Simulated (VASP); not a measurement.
Band structure of WSe₂ (space group P6_3/mmc). Level of theory: PBE GGA, VASP's PBE PAW potentials (set 64) (plane waves; VASP).

Unless said otherwise, spin-orbit coupling is left out, though it shifts the bands of the heavy elements here.

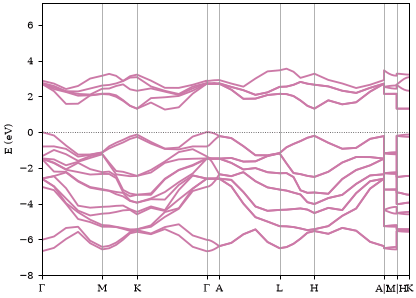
Figure. Bands along high-symmetry lines, zero at the valence-band maximum or, without a gap, the Fermi level

Q: Read the plot: is there a gap, and where are the band edges?

A: The gap is indirect, 1.22 eV, from the valence maximum at Γ to the conduction minimum at (0.17, 0.17, 0.00).

The structure comes from a computed database's WSe2 entry; how it stands against other phases isn't given here. The cell was not relaxed at this level.
